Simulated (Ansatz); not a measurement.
**How methods differ on BHSCl (SMILES S[B]Cl)**

BHSCl: 4 atoms, total charge 0, spin state doublet. As SMILES, `S[B]Cl`. The shape is that of a PBE0-D4/def2-TZVP optimisation.

```jsonl
{"atom": "S", "x (Å)": "0.5664", "y (Å)": "-0.7891", "z (Å)": "0.5314"}
{"atom": "B", "x (Å)": "-0.2996", "y (Å)": "0.4757", "z (Å)": "-0.3458"}
{"atom": "Cl", "x (Å)": "-2.0141", "y (Å)": "0.6160", "z (Å)": "-0.4273"}
{"atom": "H", "x (Å)": "1.8029", "y (Å)": "-0.3629", "z (Å)": "0.2214"}
```

Quantity: the energy change with the S1–B2 bond stretched from 1.766 to 2.208 Å, in eV. The values are calculated.

| level | kind | program | value (eV) | less FCI/STO-3G |
| --- | --- | --- | --- | --- |
| UHF/STO-3G | Hartree–Fock | Ansatz | 1.89 | +0.28 |
| UBLYP/STO-3G | GGA | Ansatz | 1.42 | -0.19 |
| U-r2SCAN0/STO-3G | hybrid meta-GGA | Ansatz | 1.83 | +0.22 |
| UCAM-B3LYP/STO-3G | range-separated hybrid | Ansatz | 1.77 | +0.16 |
| RPA@PBE/STO-3G | RPA | Ansatz | 1.47 | -0.14 |
| UMP2/STO-3G | perturbation theory | Ansatz | 1.84 | +0.23 |
| UBCCD(T)/STO-3G | coupled cluster or CI | Ansatz | 1.63 | +0.02 |
| UCCSD(T)/STO-3G | coupled cluster or CI | Ansatz | 1.63 | +0.02 |
| FCI/STO-3G | exact in the basis | Ansatz | 1.61 | 0.00 |

FCI/STO-3G is exact within its basis and frozen core, so for wave-function methods in that basis the difference is their error; functionals converge differently with the basis, so for them it is only a difference. The first shape isn't each level's own minimum. The values span 1.42 to 1.89 eV. All rows use very small basis sets, so even the best lies far from the true value.

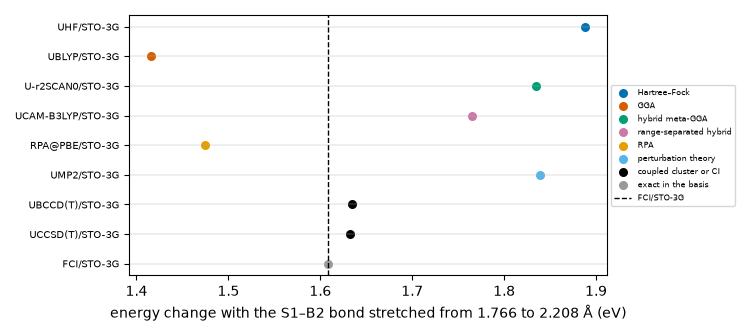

The values of the table, level by level.
